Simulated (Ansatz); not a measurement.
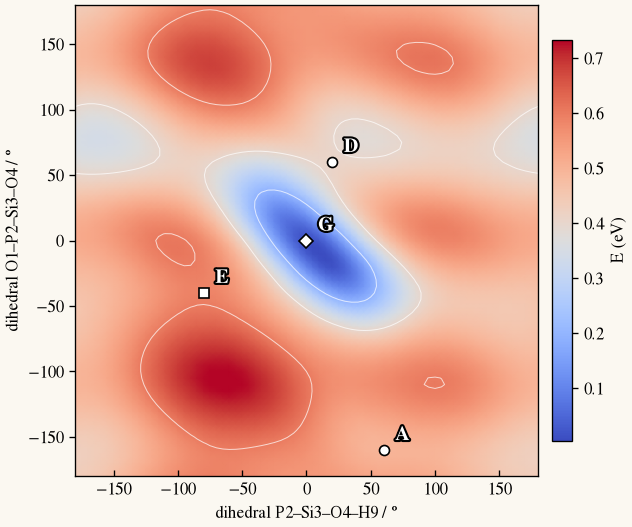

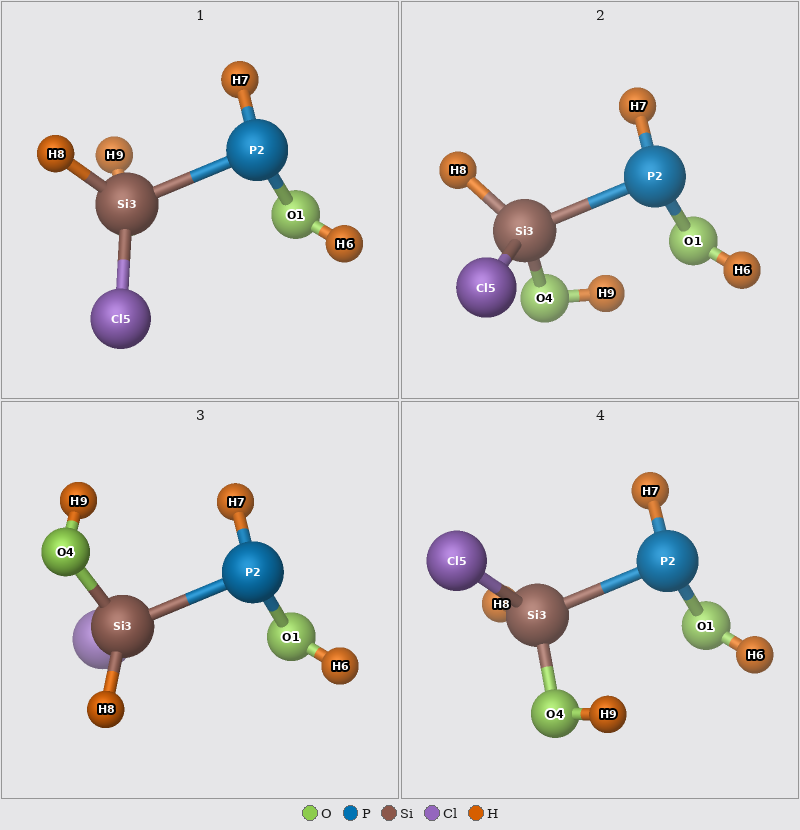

ClH₄O₂PSi, SMILES OP[SiH](O)Cl. Coordinates scanned: (1) dihedral P2–Si3–O4–H9; (2) dihedral O1–P2–Si3–O4. Nothing is relaxed (all other coordinates rigid). The scan uses an 18 × 18 grid. Points are written as (first, second). All energies are given in eV relative to the relaxed molecule at the same level. The calculation used Ansatz 0.2.0, RKS SPW92 (LDA)/def2-SVP.

Drawn: a smooth colour map with a few white contour lines, lettered points. Between grid points the surface is interpolated. The numbered pictures are the structures at these points, in random order.

Which structure belongs to which point?

Answer. A is structure 3: (60°, −160°), 0.50 eV; D is structure 4: (20°, 60°), 0.41 eV; E is structure 1: (−80°, −40°), 0.59 eV; G is structure 2: (0°, 0°), 0.011 eV.
